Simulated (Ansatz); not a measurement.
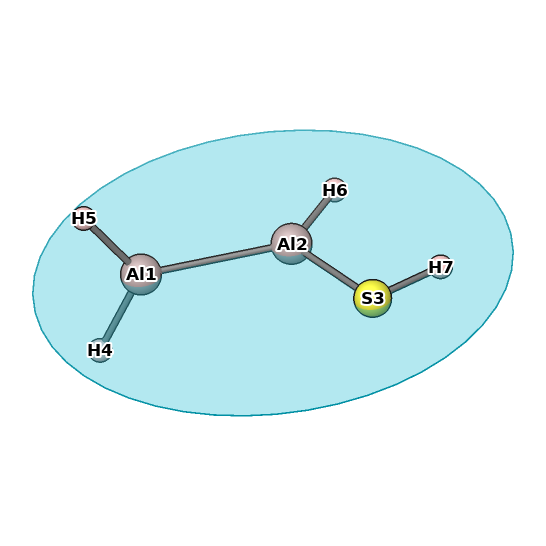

A disc through the centre of mass is drawn in. Atoms fade into the background with distance from the viewer. The geometry was computed by an optimisation with PBE-D4/def2-SVP. No frequency run is at hand to confirm it as a minimum.

**Is the plane of the disc a mirror plane of the structure?**

Yes. The reflection leaves Al1, Al2, S3, H6, H7 in place and moves H4 ↔ H5. The point group is Cs.
